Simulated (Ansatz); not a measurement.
**Geometry relaxation of Si2NH7OF2 (part 2 of 2)**

The same run, continued: Si2NH7OF2; RKS PBE0-D4/def2-TZVP (Ansatz 0.2.0). The geometry is a transition state displaced along its imaginary mode. The reaction was set up to form Si1–N8 and O2–H7 and to break Si1–O2 and H7–N8 (atoms counted from 1 in the order of the input); sticks are drawn by distance alone.

### Trajectory as extended XYZ, continued
```
13
Properties=species:S:1:pos:R:3:forces:R:3 step=11 energy=-24834.92724
Si   -0.4136    0.9345    0.2172   -0.3413   0.2131   0.2103
O     0.0509   -0.5401   -0.4754    0.0012   0.1059  -0.0310
Si   -0.7991   -1.8426   -0.9909   -0.0343   0.0096  -0.0370
F    -0.2372    2.5692    0.4897    0.0333  -0.3939  -0.2102
F    -0.9638    0.4635    1.6619    0.0864   0.1171  -0.2509
H    -1.5182    1.1907   -0.7671    0.1522  -0.0915   0.2517
H     1.9893    0.1282    0.4842    0.0046  -0.0372  -0.0091
N     1.5134    0.9848    0.7408    0.0426   0.0875   0.1075
H    -2.1491   -1.4526   -1.4901    0.0650  -0.0250   0.0250
H    -0.0362   -2.4920   -2.0884   -0.0009   0.0087  -0.0143
H    -0.9552   -2.8258    0.1176   -0.0083   0.0472  -0.0330
H     1.5276    1.0919    1.7514    0.0114  -0.0057  -0.0017
H     1.9913    1.7902    0.3493   -0.0119  -0.0358  -0.0073
13
Properties=species:S:1:pos:R:3:forces:R:3 step=12 energy=-24834.95702
Si   -0.4123    0.9184    0.2224   -0.5647   0.3386   0.3486
O     0.0594   -0.5497   -0.4631    0.0760   0.1139  -0.0848
Si   -0.7929   -1.8376   -1.0167   -0.1702   0.0804  -0.0069
F    -0.2201    2.5705    0.3829    0.0063  -0.6333  -0.2937
F    -0.9040    0.5032    1.7093    0.1027   0.1213  -0.3386
H    -1.6127    1.0930   -0.6820    0.3252  -0.0115   0.3416
H     1.9968    0.1162    0.5492   -0.0614   0.0773   0.0090
N     1.5184    0.9870    0.7611    0.1243   0.0065   0.1626
H    -2.1324   -1.4294   -1.5287    0.0734  -0.0025  -0.0017
H    -0.0258   -2.4691   -2.1217    0.0238  -0.0243   0.0467
H    -1.0061   -2.8141    0.0887    0.0799   0.0055  -0.0771
H     1.5308    1.1414    1.7679   -0.0034  -0.0105  -0.1143
H     2.0010    1.7701    0.3309   -0.0121  -0.0614   0.0085
13
Properties=species:S:1:pos:R:3:forces:R:3 step=13 energy=-24835.01836
Si   -0.4320    0.9069    0.2299   -0.4613   0.6139   0.2174
O     0.0642   -0.5352   -0.4798   -0.0865   0.3418  -0.0248
Si   -0.8104   -1.8056   -1.0435    0.2815  -0.2604  -0.0573
F    -0.1853    2.5616    0.2012   -0.0530  -0.9298  -0.2218
F    -0.8561    0.5648    1.7562    0.1015   0.1003  -0.3447
H    -1.7356    1.0252   -0.5462    0.4574  -0.0515   0.3638
H     1.9746    0.0825    0.6154   -0.0600   0.1663   0.0517
N     1.5206    0.9753    0.7936    0.0749   0.0243   0.1182
H    -2.1309   -1.3787   -1.5701   -0.0160  -0.0408   0.0361
H    -0.0114   -2.4666   -2.1085   -0.0502   0.0986  -0.1109
H    -0.9472   -2.8271    0.0314   -0.1707   0.1124   0.0297
H     1.5263    1.1692    1.7929    0.0518  -0.0263  -0.1201
H     2.0231    1.7275    0.3277   -0.0694  -0.1488   0.0628
13
Properties=species:S:1:pos:R:3:forces:R:3 step=14 energy=-24835.13818
Si   -0.4514    0.9005    0.2275   -0.3057   0.6015   0.0053
O     0.0707   -0.4821   -0.5544   -0.1156   0.1651  -0.0074
Si   -0.7909   -1.7867   -1.0757    0.1892  -0.0508  -0.0011
F    -0.1538    2.5153    0.0092   -0.0187  -0.8155  -0.0975
F    -0.8300    0.6156    1.7736    0.0992   0.0188  -0.1590
H    -1.8157    0.9713   -0.4095    0.2702  -0.0392   0.2082
H     1.9498    0.0504    0.7061   -0.0389   0.1081   0.0343
N     1.5137    0.9575    0.8429    0.0671   0.0597   0.0731
H    -2.1407   -1.3962   -1.5499   -0.0184  -0.0250  -0.0096
H    -0.0205   -2.4316   -2.1690   -0.0229   0.0575  -0.0596
H    -0.8989   -2.7772    0.0298   -0.0753   0.0514   0.0030
H     1.5298    1.1945    1.8303    0.0366  -0.0078  -0.0420
H     2.0380    1.6686    0.3393   -0.0667  -0.1238   0.0522
13
Properties=species:S:1:pos:R:3:forces:R:3 step=15 energy=-24835.23330
Si   -0.4975    0.8969    0.2462    0.1077   0.2553   0.0557
O     0.0379   -0.4329   -0.5889   -0.1800   0.0628  -0.0156
Si   -0.7785   -1.7649   -1.1103    0.1141  -0.0173  -0.0263
F    -0.1271    2.4289   -0.1596   -0.0871  -0.3015  -0.0645
F    -0.7769    0.6573    1.8181   -0.0402   0.0102  -0.0168
H    -1.9089    0.9471   -0.2356    0.0773  -0.0469   0.0564
H     1.9166    0.0163    0.8144   -0.0200   0.0865   0.0687
N     1.5148    0.9458    0.8797    0.0879   0.0599  -0.0272
H    -2.1289   -1.4232   -1.6207   -0.0096   0.0030  -0.0070
H     0.0312   -2.3866   -2.1868   -0.0097   0.0100  -0.0340
H    -0.9010   -2.7363    0.0092   -0.0337   0.0094  -0.0091
H     1.5653    1.2724    1.8392    0.0384  -0.0350  -0.0502
H     2.0530    1.5791    0.2950   -0.0450  -0.0964   0.0699
13
Properties=species:S:1:pos:R:3:forces:R:3 step=16 energy=-24835.22383 accepted=F
Si   -0.4709    0.8597    0.2801   -0.6715   0.2992  -0.0429
O    -0.0211   -0.4764   -0.5681    0.5514   0.0281   0.2259
Si   -0.8127   -1.7855   -1.1648   -0.0701   0.0017   0.0017
F    -0.1216    2.3154   -0.3242    0.0845   0.0395  -0.0456
F    -0.7157    0.7133    1.8709    0.1005  -0.0531   0.0656
H    -1.9154    0.8758   -0.1026    0.0288   0.0374   0.0609
H     1.9183    0.0746    0.9547    0.1401  -0.0230   0.0230
N     1.5437    1.0152    0.9319   -0.1216  -0.3475  -0.1490
H    -2.1487   -1.4181   -1.7014    0.0349   0.0042  -0.0023
H     0.0176   -2.3684   -2.2495    0.0076   0.0257   0.0218
H    -0.9877   -2.7937   -0.0850    0.0177  -0.0008  -0.0289
H     1.6176    1.4125    1.8625   -0.1200  -0.0001  -0.0653
H     2.0966    1.5755    0.2955    0.0179  -0.0113  -0.0649
13
Properties=species:S:1:pos:R:3:forces:R:3 step=17 energy=-24835.25418
Si   -0.5075    0.8959    0.2663   -0.0125   0.0778  -0.0720
O     0.0166   -0.4242   -0.5779   -0.0305  -0.1212  -0.0420
Si   -0.7719   -1.7596   -1.1280   -0.0394   0.0432   0.0108
F    -0.1337    2.3858   -0.2468    0.0046  -0.1511   0.0546
F    -0.7653    0.6926    1.8479    0.0479   0.0511  -0.0153
H    -1.9322    0.9192   -0.1683    0.0189   0.0035   0.0517
H     1.9236    0.0153    0.8742   -0.0647   0.0430   0.0084
N     1.5211    0.9462    0.8906    0.0241   0.0663   0.0509
H    -2.1211   -1.4183   -1.6449    0.0053  -0.0045  -0.0263
H     0.0431   -2.3666   -2.2091    0.0231   0.0252  -0.0019
H    -0.9185   -2.7404   -0.0196    0.0170  -0.0097  -0.0163
H     1.5788    1.3092    1.8362    0.0385   0.0166  -0.0384
H     2.0670    1.5450    0.2794   -0.0323  -0.0400   0.0357
13
Properties=species:S:1:pos:R:3:forces:R:3 step=18 energy=-24835.26804
Si   -0.5010    0.8855    0.2911   -0.0106   0.0541  -0.0060
O     0.0081   -0.4511   -0.5383   -0.0224  -0.0625   0.0002
Si   -0.7763   -1.7629   -1.1454    0.0007   0.0323   0.0069
F    -0.1308    2.3555   -0.2786   -0.0209  -0.0947   0.0404
F    -0.7384    0.7267    1.8845    0.0309   0.0333  -0.0628
H    -1.9334    0.9027   -0.1097   -0.0134  -0.0051   0.0179
H     1.8952    0.0166    0.9578   -0.0555   0.1050   0.0112
N     1.5147    0.9562    0.8936    0.1025   0.0309   0.0662
H    -2.1119   -1.4033   -1.6836   -0.0015   0.0075  -0.0171
H     0.0621   -2.3369   -2.2276    0.0098   0.0200   0.0023
H    -0.9454   -2.7778   -0.0724    0.0053  -0.0132  -0.0101
H     1.5901    1.4031    1.8035    0.0243  -0.0348  -0.1162
H     2.0670    1.4856    0.2251   -0.0493  -0.0728   0.0670
13
Properties=species:S:1:pos:R:3:forces:R:3 step=19 energy=-24835.27665
Si   -0.5010    0.8729    0.3250   -0.0741  -0.1133  -0.0886
O    -0.0032   -0.4869   -0.4758   -0.0281  -0.0492   0.0421
Si   -0.7777   -1.7664   -1.1610    0.0309   0.0815  -0.0380
F    -0.1457    2.3123   -0.3096    0.0174   0.1056  -0.0408
F    -0.7092    0.7765    1.9221   -0.0173  -0.0008   0.1292
H    -1.9435    0.8718   -0.0395   -0.0149  -0.0139  -0.0129
H     1.8564    0.0235    1.0797   -0.0725   0.3192  -0.0371
N     1.5113    0.9664    0.8963    0.3660   0.0959   0.0608
H    -2.0900   -1.3711   -1.7343    0.0044  -0.0043   0.0228
H     0.0932   -2.2812   -2.2505   -0.0126  -0.0133   0.0492
H    -0.9867   -2.8325   -0.1427    0.0196   0.0286  -0.0450
H     1.6246    1.5313    1.7422   -0.0250  -0.2271  -0.3569
H     2.0716    1.3833    0.1483   -0.1938  -0.2089   0.3152
13
Properties=species:S:1:pos:R:3:forces:R:3 step=20 energy=-24835.29414
Si   -0.5154    0.8550    0.3561    0.0691   0.0052   0.0586
O    -0.0153   -0.5326   -0.3880    0.0108   0.0708  -0.0111
Si   -0.7725   -1.7530   -1.1781   -0.0576  -0.1237  -0.0227
F    -0.1603    2.2776   -0.3256   -0.0448  -0.0247   0.0076
F    -0.6956    0.8209    1.9628   -0.0083   0.0174  -0.0458
H    -1.9596    0.8351    0.0017   -0.0043   0.0055   0.0003
H     1.8431    0.0622    1.2094    0.0109  -0.0133   0.0210
N     1.5183    0.9666    0.8906   -0.0969  -0.0283   0.0020
H    -2.0711   -1.3216   -1.7555    0.0180   0.0194  -0.0089
H     0.1247   -2.2258   -2.2633   -0.0008   0.0254  -0.0019
H    -1.0122   -2.8742   -0.2330   -0.0026  -0.0156  -0.0040
H     1.6462    1.6423    1.6333    0.0573   0.0537   0.0229
H     2.0698    1.2473    0.0897    0.0491   0.0083  -0.0180
13
Properties=species:S:1:pos:R:3:forces:R:3 step=21 energy=-24835.28890 accepted=F
Si   -0.4812    0.8449    0.3763   -0.6549  -0.0103  -0.1846
O    -0.0056   -0.5420   -0.3848    0.0839  -0.1890  -0.0186
Si   -0.7778   -1.7579   -1.1844    0.0397   0.1598   0.0461
F    -0.1795    2.2704   -0.3238    0.1201   0.0467   0.0057
F    -0.6878    0.8213    1.9783    0.0954  -0.0013   0.1074
H    -1.9428    0.8081    0.0253    0.1922   0.0039   0.0575
H     1.8134    0.0991    1.2973    0.0066  -0.0429   0.0218
N     1.5028    0.9736    0.8918    0.0877   0.0327   0.0236
H    -2.0604   -1.2930   -1.7707   -0.0101  -0.0217   0.0313
H     0.1201   -2.2013   -2.2773    0.0338  -0.0455  -0.0232
H    -1.0292   -2.9014   -0.2636    0.0140   0.0691  -0.0252
H     1.6623    1.7153    1.5648   -0.0264   0.0150   0.0019
H     2.0655    1.1628    0.0708    0.0179  -0.0163  -0.0438
13
Properties=species:S:1:pos:R:3:forces:R:3 step=22 energy=-24835.29768
Si   -0.5141    0.8503    0.3635   -0.0213   0.0111   0.0068
O    -0.0180   -0.5390   -0.3817    0.0135   0.0263   0.0117
Si   -0.7743   -1.7570   -1.1824   -0.0063   0.0026  -0.0129
F    -0.1722    2.2708   -0.3284   -0.0022  -0.0171   0.0065
F    -0.6900    0.8267    1.9699   -0.0071   0.0027  -0.0079
H    -1.9617    0.8268    0.0157    0.0159  -0.0074   0.0098
H     1.8302    0.0758    1.2531   -0.0046   0.0397  -0.0009
N     1.5163    0.9702    0.8927    0.0202  -0.0019  -0.0040
H    -2.0652   -1.3104   -1.7646   -0.0014  -0.0045   0.0040
H     0.1276   -2.2100   -2.2717    0.0014  -0.0046   0.0050
H    -1.0174   -2.8880   -0.2492   -0.0008  -0.0008  -0.0130
H     1.6638    1.6788    1.6039    0.0025  -0.0233  -0.0428
H     2.0750    1.2050    0.0793   -0.0098  -0.0228   0.0377
13
Properties=species:S:1:pos:R:3:forces:R:3 step=23 energy=-24835.29888
Si   -0.5122    0.8424    0.3802   -0.0951   0.0392   0.0089
O    -0.0196   -0.5532   -0.3537    0.0001  -0.0599  -0.0482
Si   -0.7718   -1.7512   -1.1918    0.0055   0.0146   0.0386
F    -0.1826    2.2587   -0.3280    0.0041  -0.0263   0.0082
F    -0.6831    0.8389    1.9879    0.0157   0.0015  -0.0154
H    -1.9634    0.8079    0.0405    0.0397   0.0022   0.0129
H     1.8118    0.1049    1.3365   -0.0432   0.2045  -0.0929
N     1.5134    0.9705    0.8904    0.1773   0.0289   0.0629
H    -2.0576   -1.2898   -1.7740    0.0057   0.0037   0.0017
H     0.1390   -2.1822   -2.2822    0.0065   0.0042  -0.0035
H    -1.0270   -2.9077   -0.2921    0.0082   0.0242  -0.0109
H     1.6779    1.7448    1.5329   -0.0182  -0.1917  -0.1644
H     2.0753    1.1158    0.0532   -0.1063  -0.0450   0.2022
13
Properties=species:S:1:pos:R:3:forces:R:3 step=24 energy=-24835.30120
Si   -0.5153    0.8424    0.3789   -0.0430   0.0150   0.0170
O    -0.0199   -0.5508   -0.3587   -0.0012  -0.0122  -0.0195
Si   -0.7722   -1.7504   -1.1925    0.0111   0.0081   0.0123
F    -0.1844    2.2595   -0.3259    0.0056  -0.0253   0.0094
F    -0.6830    0.8343    1.9868    0.0076   0.0037  -0.0168
H    -1.9652    0.8084    0.0411    0.0169   0.0000   0.0061
H     1.8115    0.1112    1.3444   -0.0144   0.0618  -0.0251
N     1.5145    0.9694    0.8915    0.0462   0.0147   0.0161
H    -2.0587   -1.2905   -1.7738    0.0006  -0.0011   0.0034
H     0.1379   -2.1807   -2.2841    0.0015  -0.0008  -0.0021
H    -1.0221   -2.9043   -0.2892   -0.0005   0.0101  -0.0085
H     1.6805    1.7460    1.5244   -0.0027  -0.0549  -0.0522
H     2.0764    1.1052    0.0573   -0.0279  -0.0190   0.0598
13
Properties=species:S:1:pos:R:3:forces:R:3 step=25 energy=-24835.30240
Si   -0.5205    0.8406    0.3845   -0.0050   0.0108   0.0004
O    -0.0235   -0.5482   -0.3597    0.0041  -0.0055  -0.0016
Si   -0.7699   -1.7471   -1.1980   -0.0032   0.0005  -0.0047
F    -0.1896    2.2557   -0.3218    0.0002  -0.0030   0.0019
F    -0.6800    0.8328    1.9923    0.0022   0.0000   0.0004
H    -1.9710    0.8058    0.0535    0.0033  -0.0022   0.0023
H     1.8030    0.1299    1.3835   -0.0021   0.0045   0.0024
N     1.5150    0.9682    0.8922   -0.0001  -0.0028   0.0000
H    -2.0577   -1.2899   -1.7786    0.0011   0.0008   0.0005
H     0.1425   -2.1711   -2.2903    0.0011   0.0011  -0.0001
H    -1.0184   -2.9043   -0.2998    0.0008  -0.0011   0.0006
H     1.6916    1.7695    1.4877    0.0005   0.0022  -0.0029
H     2.0785    1.0580    0.0545   -0.0029  -0.0053   0.0008
13
Properties=species:S:1:pos:R:3:forces:R:3 step=26 energy=-24835.30267
Si   -0.5230    0.8385    0.3913    0.0022  -0.0038  -0.0092
O    -0.0264   -0.5476   -0.3578    0.0034  -0.0098   0.0066
Si   -0.7686   -1.7435   -1.2037    0.0084   0.0015  -0.0083
F    -0.1955    2.2518   -0.3189    0.0018   0.0103  -0.0012
F    -0.6750    0.8331    1.9994   -0.0086  -0.0007   0.0182
H    -1.9749    0.8001    0.0683   -0.0006   0.0016  -0.0002
H     1.7919    0.1513    1.4301   -0.0145   0.0505  -0.0314
N     1.5137    0.9661    0.8929    0.0554   0.0118   0.0036
H    -2.0556   -1.2846   -1.7850   -0.0026  -0.0050   0.0055
H     0.1473   -2.1574   -2.2969   -0.0009  -0.0019  -0.0018
H    -1.0129   -2.9075   -0.3128   -0.0062   0.0034  -0.0026
H     1.7023    1.7977    1.4440   -0.0079  -0.0548  -0.0354
H     2.0768    1.0017    0.0493   -0.0299  -0.0029   0.0562
13
Properties=species:S:1:pos:R:3:forces:R:3 step=27 energy=-24835.30280
Si   -0.5230    0.8379    0.3916    0.0046  -0.0018  -0.0105
O    -0.0254   -0.5483   -0.3573    0.0061  -0.0048   0.0051
Si   -0.7670   -1.7432   -1.2050   -0.0177  -0.0031   0.0054
F    -0.1947    2.2515   -0.3176   -0.0029   0.0119  -0.0032
F    -0.6775    0.8317    1.9997    0.0068  -0.0010   0.0056
H    -1.9744    0.8000    0.0670   -0.0027  -0.0001  -0.0021
H     1.7912    0.1551    1.4330   -0.0013   0.0106  -0.0055
N     1.5145    0.9671    0.8930    0.0102  -0.0011   0.0054
H    -2.0574   -1.2867   -1.7805    0.0042   0.0055  -0.0080
H     0.1472   -2.1568   -2.3000   -0.0018   0.0024   0.0021
H    -1.0154   -2.9069   -0.3152    0.0097  -0.0050   0.0006
H     1.7036    1.7996    1.4405   -0.0035  -0.0123  -0.0080
H     2.0784    0.9989    0.0510   -0.0115  -0.0011   0.0132
13
Properties=species:S:1:pos:R:3:forces:R:3 step=28 energy=-24835.30290
Si   -0.5219    0.8372    0.3915    0.0018   0.0007   0.0013
O    -0.0251   -0.5527   -0.3514    0.0007   0.0014   0.0015
Si   -0.7683   -1.7435   -1.2039   -0.0003  -0.0031  -0.0015
F    -0.1940    2.2500   -0.3207   -0.0003  -0.0007  -0.0001
F    -0.6770    0.8353    1.9998    0.0004   0.0005  -0.0007
H    -1.9731    0.7988    0.0654   -0.0004   0.0003  -0.0002
H     1.7905    0.1570    1.4359   -0.0002   0.0002   0.0002
N     1.5140    0.9671    0.8934   -0.0010   0.0001  -0.0007
H    -2.0575   -1.2827   -1.7783   -0.0003   0.0003   0.0002
H     0.1447   -2.1518   -2.3018    0.0000   0.0012  -0.0001
H    -1.0124   -2.9122   -0.3194   -0.0002  -0.0001  -0.0002
H     1.7025    1.8012    1.4380   -0.0002  -0.0004  -0.0005
H     2.0775    0.9962    0.0515    0.0000  -0.0003   0.0007
```

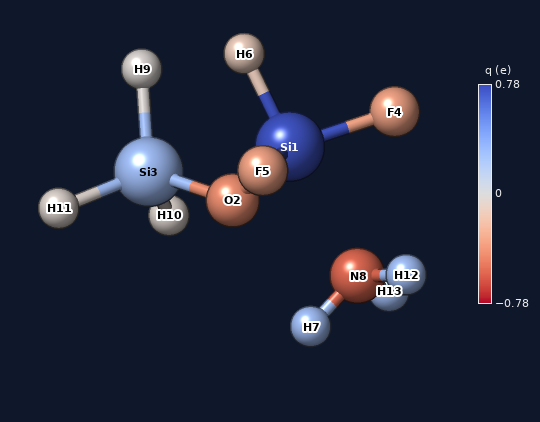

Figure 1. Mulliken charges, as the colour of each atom (ball-and-stick view, seen at a tilt; atoms are numbered from 1 in the order of the input; Mulliken charges depend strongly on the basis). By element: Si +0.28 to +0.74, O −0.41, F −0.33, H −0.12 to +0.27 and N −0.54 e.

This output came from the following input.

### Input
```yaml
crystal:
  periodic: [false, false, false]
  atoms:
    - {symbol: Si, position_ang: [-0.433949, 1.182493, 0.287547]}
    - {symbol: O, position_ang: [0.032680, -0.392933, -0.635859]}
    - {symbol: Si, position_ang: [-0.647144, -1.858447, -0.865821]}
    - {symbol: F, position_ang: [-0.436250, 2.580099, 1.162286]}
    - {symbol: F, position_ang: [-1.341440, 0.357833, 1.313852]}
    - {symbol: H, position_ang: [-0.882630, 1.784219, -0.965003]}
    - {symbol: H, position_ang: [1.267304, 0.092908, 0.083897]}
    - {symbol: N, position_ang: [1.397848, 0.884616, 0.609096]}
    - {symbol: H, position_ang: [-2.072072, -1.684198, -1.248262]}
    - {symbol: H, position_ang: [0.060518, -2.610664, -1.945268]}
    - {symbol: H, position_ang: [-0.578190, -2.700822, 0.368911]}
    - {symbol: H, position_ang: [1.612880, 0.767982, 1.597307]}
    - {symbol: H, position_ang: [2.020445, 1.596815, 0.237417]}
basis:
  gaussian: {orbitals: def2-TZVP}
hamiltonian: {xc: pbe0, dispersion: d4}
relax: {f_tol: 0.005, max_steps: 200}
```

Command:
```bash
ansatz run in.yaml --threads 4 --pin off --events-out ev --progress --plain --max-ram 46080MiB --backend cuda --devices 0, --max-vram 37GiB
```

### Summary

```json
{"quantity": "outcome", "value": "converged"}
{"quantity": "total energy", "value": "−24835.3029 eV"}
{"quantity": "mean-field energy", "value": "−24835.0597 eV"}
{"quantity": "dispersion energy", "value": "−0.2433 eV"}
{"quantity": "SCF solution under orbital rotations", "value": "stable"}
{"quantity": "largest force (length of the vector) at the end", "value": "0.003 eV/Å"}
{"quantity": "dipole moment", "value": "4.37 D"}
{"quantity": "hardware", "value": "4 CPU threads, shared host"}
{"quantity": "wall time", "value": "34 s (CPU time 57 s)"}
{"quantity": "peak memory", "value": "0.93 GiB"}
```
